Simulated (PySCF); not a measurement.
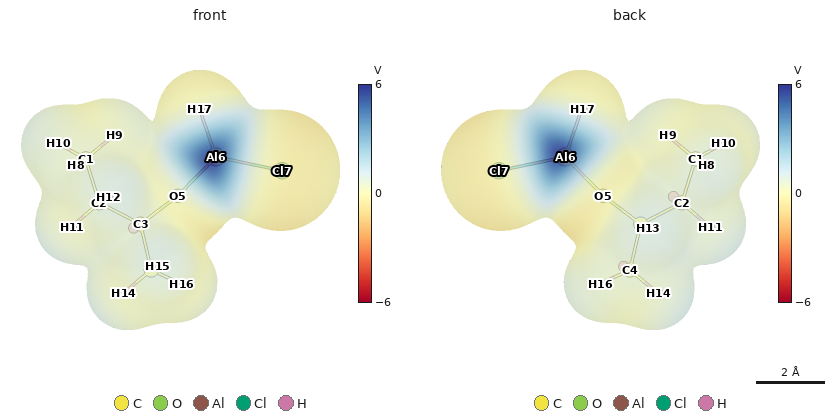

C4H10AlClO (SMILES CC[C@H](C)[O][AlH][Cl]). The electrostatic potential painted on the density surface at 0.004 e/bohr³, seen from the front and from behind; the colour scale runs from red (negative) to blue (positive).

Geometry: GFN2-xTB.

The calculation used CAM-B3LYP/def2-SVPD, SCF density, gas phase (PySCF).

Input file:

```
{"job": {"kind": "uv", "xc": "CAM-B3LYP", "basis": "def2-SVPD", "nstates": 8, "ntriplets": 3}, "charge": 0, "multiplicity": 1}
C     -1.264317    -1.641028     0.153053
C     -1.112554    -0.259001    -0.467908
C     -0.195044     0.646989     0.360957
C     -0.151323     2.061651    -0.212729
O      1.100313     0.118904     0.396947
Al     2.513616    -0.707838     0.297280
Cl     4.329857     0.191513     0.320818
H     -1.744049    -1.571740     1.127086
H     -0.284148    -2.099272     0.279957
H     -1.867746    -2.281911    -0.484803
H     -2.088639     0.221657    -0.555313
H     -0.682015    -0.352627    -1.467882
H     -0.568936     0.686137     1.394422
H     -1.139895     2.511972    -0.185292
H      0.199866     2.028334    -1.242108
H      0.536120     2.672860     0.367579
H      2.411895    -2.214570     0.206948
```

Launched as:

```sh
OMP_NUM_THREADS=1 python probes_run.py task.json out
```

**Where is the surface potential most negative and most positive?**

The most negative region (about −0.6 V, or −14 kcal/mol for a unit charge) lies over O5, the most positive (about +5.3 V, or +122 kcal/mol for a unit charge) over Al6.

**How polar is the molecule by this calculation?**

Its dipole moment is 1.97 D.
